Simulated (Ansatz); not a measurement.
Results of rVV10 (Ansatz, a first-principles code, PAW) for fluorite CoSi2.

Run with plane-wave cutoff 520 eV, 18×18×18 k mesh, Fermi–Dirac smearing 0.05 eV, no spin polarisation, scalar-relativistic PAW data made under PBE.

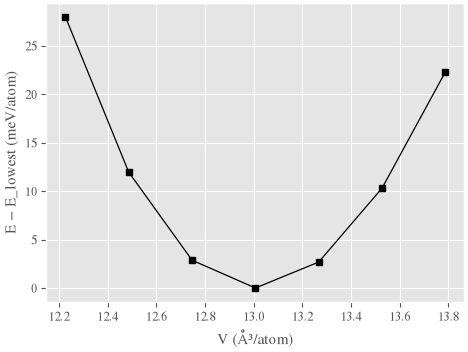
Total energy against volume

### Question
From the curve, estimate the equilibrium volume and the bulk modulus.

### Answer
V0 ≈ 13.0 Å³/atom and B0 ≈ 170 GPa; the fit gives V0 = 13.007 Å³/atom, B0 = 170 GPa, B′ = 4.7.

Measured, for comparison: equilibrium volume per atom 12.87 Å³/atom (room temperature, no zero-point or thermal correction; as tabulated in Hegde and Bowen (2014), arXiv:1405.1317). Computed (rounded) less measured: equilibrium volume per atom +1.1 %.

Static lattice: no zero-point or thermal effects.

The result took around 2.1 core-minutes (rough).
